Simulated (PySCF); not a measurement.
## Frequency calculation, with input and output: TaH6 (charge −1)

The run: frequency calculation of TaH6, charge −1. Method and program: RKS-based PBE0, Ta def2-TZVPD with ECP60, H def2-TZVPD; non-relativistic Hamiltonian with a scalar-relativistic core potential; density fitting (PySCF 2.14.0).

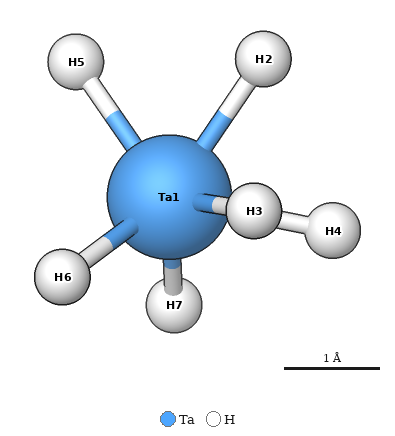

The structure as given in the input (ball-and-stick view, seen at a tilt; atoms are numbered from 1 in the order of the input). Sticks mark near contacts. Bond lengths as drawn: H–Ta 1.78 to 1.83 Å.

### Input file
```python
from pyscf import gto, scf, dft
mol = gto.M(atom='''
Ta     0.000000    -0.000000    -0.009215
H      1.174867     0.000008     1.328716
H     -0.587441     1.017461     1.328715
H     -0.587427    -1.017469     1.328716
H      1.665918     0.000011    -0.777195
H     -0.832969     1.442721    -0.777196
H     -0.832949    -1.442733    -0.777195''',
    basis={'Ta': 'def2-TZVPD', 'H': 'def2-TZVPD'},
    ecp={'Ta': 'def2-TZVPD'},
    charge=-1, spin=0)
mf = dft.RKS(mol, xc='PBE0')
mf.grids.atom_grid = (75, 302)
aux = {'Ta': 'def2-universal-JKFIT', 'H': 'def2-universal-JKFIT'}
mf = mf.density_fit(auxbasis=aux)
mf.conv_tol = 1e-09
mf.diis_space = 10
mf.max_cycle = 60
mf.verbose = 4
mf.kernel()
```

The script is an equivalent of the set-up of the self-consistent field. The run itself was carried out by a driver, which started from the orbitals of the step before it where there was one and computed the further properties.

Run on 2 threads of AMD EPYC (Zen 3), 64 GiB of memory available, shared host.

Command:
```bash
OMP_NUM_THREADS=2 python axn.py task.json out
```

### Log
```
init E= -60.5294781076588
  HOMO = -0.0932314033775818  LUMO = 0.109975682476321  gap/eV = 5.52955
cycle= 1 E= -60.5294781076582  delta_E= 5.97e-13  |g|= 5.08e-06  |ddm|= 8.64e-06
  HOMO = -0.0932307744523213  LUMO = 0.109975382871548  gap/eV = 5.52952
Extra cycle  E= -60.5294781076556  delta_E= 2.54e-12  |g|= 5.82e-06  |ddm|= 9.69e-06
converged SCF energy = -60.5294781076556
```

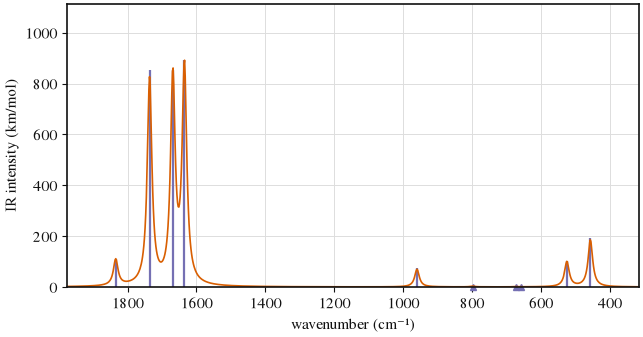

Harmonic infrared spectrum, unscaled: sticks (degenerate modes added up, dark ones marked on the axis) with a Lorentzian envelope of 16 cm⁻¹ full width, scaled to the tallest stick. 15 modes from 456 to 1834 cm⁻¹, none imaginary. The strongest line is at 1635 cm⁻¹ (892 km/mol). All modes, in cm⁻¹ (km/mol): 456 (97), 456 (97), 524 (104), 656 (0.0), 672 (0.5), 672 (0.5), 798 (1.6), 798 (1.6), 960 (73), 1635 (446), 1635 (446), 1668 (853), 1736 (427), 1736 (427), 1834 (108).

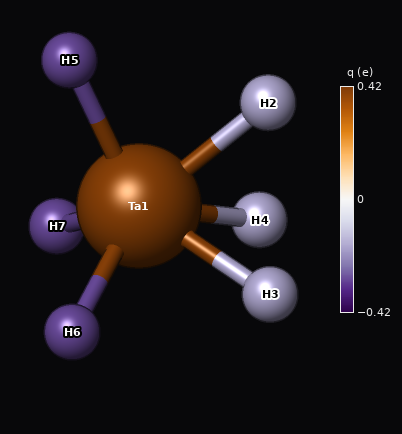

Mulliken charges, as the colour of each atom (ball-and-stick view, seen on its broad side; atoms are numbered from 1 in the order of the input). By element: Ta +0.40 and H −0.30 to −0.17 e.

### Summary

| quantity | value |
| --- | --- |
| outcome | converged |
| total energy | −60.529478 hartree |
| HOMO | −2.54 eV |
| LUMO | 2.99 eV |
| zero-point energy | 0.036992 hartree |
| wavenumbers, lowest and highest | 456 and 1834 cm⁻¹ |
| wall time | 52 s (CPU time 1.7 min) |
| peak memory | 1.6 GiB |
